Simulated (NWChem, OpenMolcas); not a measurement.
CHBrClF (bromochlorofluoromethane): a line through the functionals

The species is CHBrClF (5 atoms), meant as a singlet with charge 0. As SMILES, `FC(Cl)Br`. Geometry: relaxed at PBE0-D4/def2-TZVP.

The vertical energy of the triplet above the singlet y, in eV, basis def2-SVPD; a is the functional's share of exact exchange. Programs: NWChem 7.3.0, OpenMolcas 26.06.

| functional | program | a | y (eV) |
| --- | --- | --- | --- |
| TPSS | OpenMolcas | 0 | 5.24 |
| PBE | OpenMolcas | 0 | 5.20 |
| B3LYP | NWChem | 0.2 | ? |
| PBE0 | NWChem | 0.25 | 5.38 |
| BHLYP | NWChem | 0.5 | 5.44 |

**Question.** Fit y = c + s·a to the known rows and predict B3LYP.

**Answer.** 
1. Means of the 4 rows: a = 0.1875, y = 5.315.
2. Σ(Δa)² = 0.17188, Σ(Δa·Δy) = 0.07875, so the slope is 0.07875/0.17188 = 0.45817.
3. Intercept: 5.315 − (0.45817) × 0.1875 = 5.229. The largest residual of the fit is 0.036.
4. B3LYP: 5.229 + (0.45817) × 0.2 = 5.32 eV.

The run gave 5.36 eV, so the prediction is off by -0.04 eV, about the scatter of the fit. Spin-orbit coupling is left out.

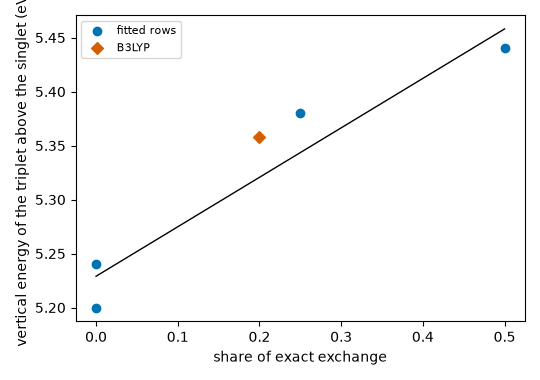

The fitted line, with the withheld row.
